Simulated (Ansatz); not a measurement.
Computed scan of one atom of the cell: MoS2 (2H-MoS2 type, space group P6_3/mmc)

MoS₂ (2H-MoS2 type, space group P6_3/mmc)

```yaml
crystal:
  lattice:
    - [3.14944, 0.00000, 0.00000]
    - [-1.57472, 2.72750, 0.00000]
    - [0.00000, 0.00000, 12.09150]
  atoms:
    - { symbol: Mo, position: [0.33333, 0.66667, 0.25000] }
    - { symbol: Mo, position: [0.66667, 0.33333, 0.75000] }
    - { symbol: S, position: [0.33333, 0.66667, 0.62050] }
    - { symbol: S, position: [0.66667, 0.33333, 0.12050] }
    - { symbol: S, position: [0.66667, 0.33333, 0.37950] }
    - { symbol: S, position: [0.33333, 0.66667, 0.87950] }
```

Scan: atom 6 (S, nearest neighbour Mo at 2.400 Å; its periodic images, 3.1 Å or more away, move with it) is displaced along Cartesian [110], direction (0.707, 0.707, 0.000) in Cartesian axes, by s. The other atoms stay.

All values below come from PBE-D3(BJ) (plane waves to 420 eV, PAW, scalar-relativistic; Ansatz, an electronic-structure program). k mesh 10×10×3 (Γ-centred), Fermi-Dirac smearing 0.05 eV. E stands for the smeared free energy. F⊥ is the part of the force across the line. MoS2 is run without spin polarisation. MoS2 was relaxed with its symmetry unable to fall. The PAW data are Ansatz's earlier set. The zero of ΔE is the undisplaced structure.

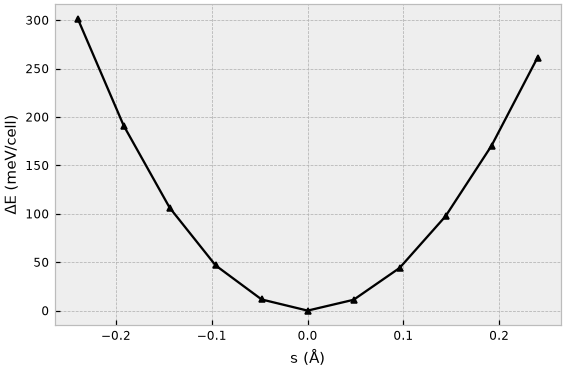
Fig. 1. ΔE (meV/cell) against s (Å); computed points joined by lines.

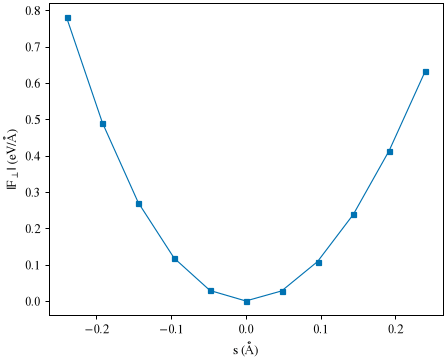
Figure: |F⊥| (eV/Å) against s (Å); markers are the computed points, lines only join them.

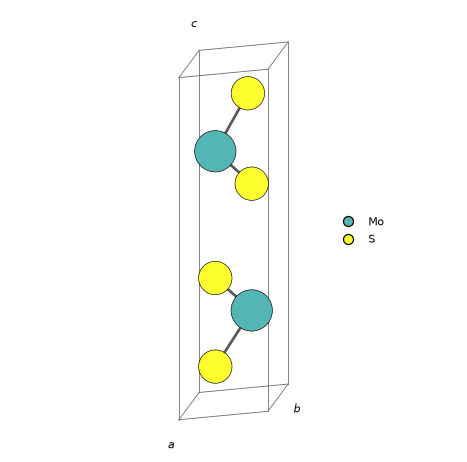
*The cell of the calculation at s = -0.240 Å.*

The energy at s = 0.240 Å comes out as 261 meV/cell and the force constant k = d²E/ds² at s = 0 (finite differences) is 9.85 eV/Å². Shape of the curve: a single well with its minimum at or next to zero displacement. Symmetry of the curve: not even: the negative side lies higher at ±0.240 Å. Harmonic estimate at the end of the scan: ½ks² = 284 meV/cell against the computed 261 meV/cell, so the well is softer than harmonic there.

With its periodic images moving along, the atom's site symmetry in this cell is 3m..

(For displaced atoms, the force is minus the slope of the energy, and its curvature is a force constant, which sets phonon frequencies.)
